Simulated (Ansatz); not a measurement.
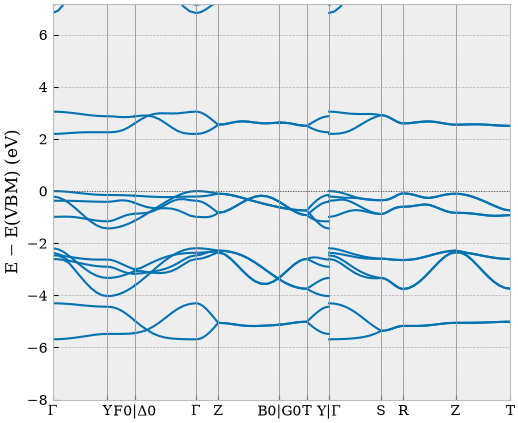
Band structure from the program Ansatz at the PBE+D3(BJ) level (PAW)

Question: Read off the gap and where the band edges lie.

Answer: About 2.2 eV (2.19 eV by a search for the band edges); maximum at Γ, minimum at Γ.

The material is Cl (molecular I2 type, space group No. 64).

Space group Cmce (molecular I2 type). Symmetry was held in the PBE+D3(BJ) relaxation. The substance is a gas or liquid at ambient conditions; this is its low-temperature solid.

Potentials: the earlier of the program's two PAW sets.
